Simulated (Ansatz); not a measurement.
**CH₇GaO: density, localisation and related maps**

Input

```
crystal:
  periodic: [false, false, false]
  atoms:
    - { symbol: Ga, position_ang: [0.003827, -0.255501, -0.071749] }
    - { symbol: H, position_ang: [-0.032557, -0.338136, 1.500932] }
    - { symbol: C, position_ang: [1.733545, -0.115459, -0.988052] }
    - { symbol: H, position_ang: [2.016857, -1.109341, -1.377164] }
    - { symbol: H, position_ang: [1.666912, 0.559229, -1.855985] }
    - { symbol: H, position_ang: [2.543965, 0.227543, -0.327657] }
    - { symbol: H, position_ang: [-1.34572, -0.39054, -0.850739] }
    - { symbol: O, position_ang: [-0.12924, 2.346408, 1.364926] }
    - { symbol: H, position_ang: [0.808605, 2.577622, 1.430803] }
    - { symbol: H, position_ang: [-0.171094, 1.488675, 1.855185] }
basis:
  gaussian: { orbitals: def2-SVP }
hamiltonian:
  xc: r2scan
  dispersion: d4
relax:
  f_tol: 0.03
  max_steps: 50
output:
  orbitals: {}
```

Command:

```sh
ansatz run input.yaml --threads 4 --pin off --max-ram 5120MiB --backend cpu --events-out ev --progress --plain --runs-dir out
```

The fields are those of the run's last geometry, not of the input's.

The calculation used RKS r2SCAN-D4/def2-SVP (Ansatz 0.2.0).

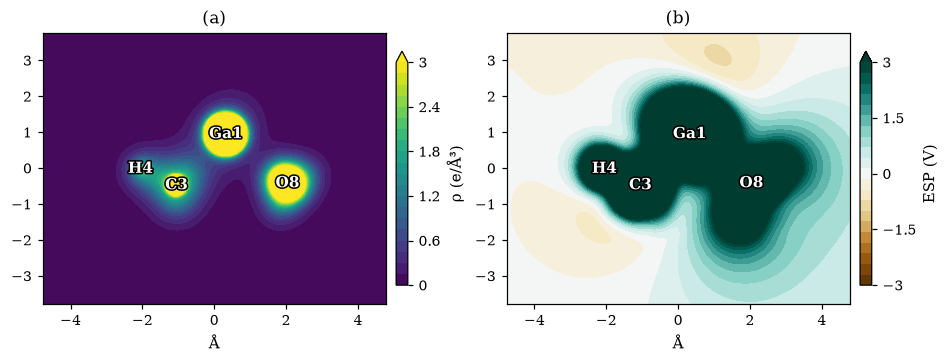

Figure 1. (a) total electron density; (b) electrostatic potential on the plane of atoms C3, Ga1 and O8.

### Read the bonding off the picture.

The section cuts through Ga, C, H and O sites.
C–Ga (1.98 Å): ρ is about 0.77 e/Å³ halfway.
Ga–O (2.19 Å): the density is about 0.33 e/Å³ at the midpoint.
C–H (1.10 Å): ρ at the midpoint is about 1.8 e/Å³.
Outside the dense part of the molecule the potential is most negative (−0.8 V) near H7, which lies off the plane.

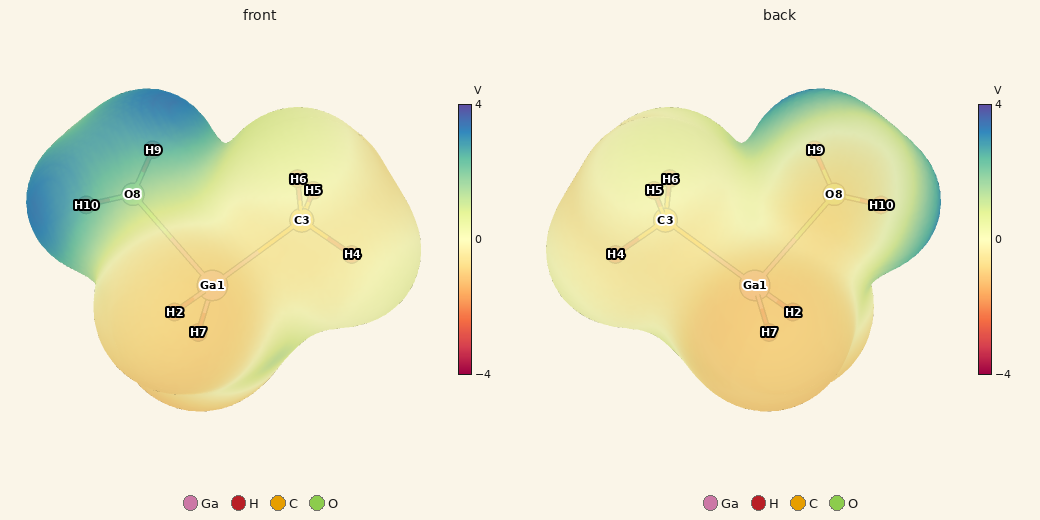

Figure 2. The electrostatic potential painted on the density surface at 0.002 e/bohr³, seen from the front and from behind; the colour scale runs from red (negative) to blue (positive).

### Describe the electrostatic potential map.

The most negative region (about −1.0 V) lies over H7, the most positive (about +3.3 V) over H9 and H10.

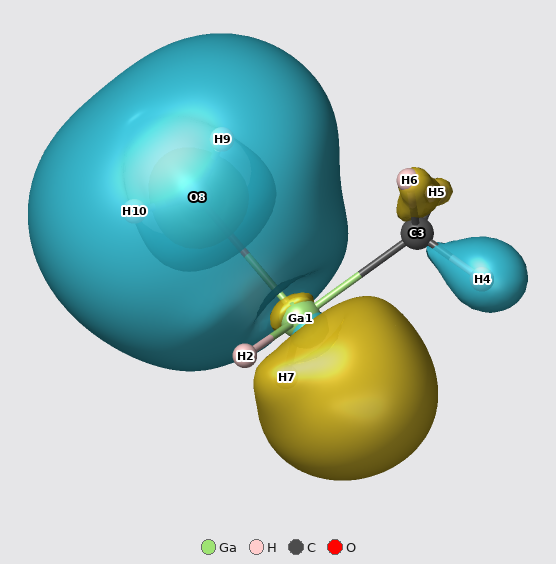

Figure 3. The LUMO at ±0.08 Å⁻³ᐟ² (yellow and cyan are the two phases), seen across its widest extent.

### What is the character of this orbital?

Its weight (Hirshfeld) is mainly on Ga1 (about 35 %), O8 (about 20 %), H10 (about 15 %) and H9 (about 15 %). Its energy is −0.31 eV.
